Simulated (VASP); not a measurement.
Band structure of Ni3Si (L1_2). These are PBE GGA, VASP's PBE PAW potentials (set 64) (plane waves; VASP) values and carry that method's errors.

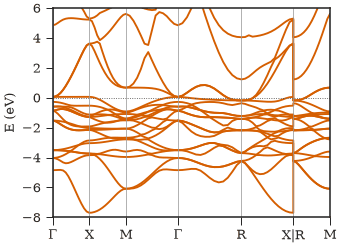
Fig. 1. Bands along high-symmetry lines, zero at the valence-band maximum or, without a gap, the Fermi level

Task: Read the plot: is there a gap, and where are the band edges?

Result: It has no gap at this level: it comes out as a metal or semimetal. (Edges off the drawn lines would not show.)

The compound is Ni3Si in the L1_2 structure. It was relaxed first. The run is not spin-polarised, so no magnetic state was tried.
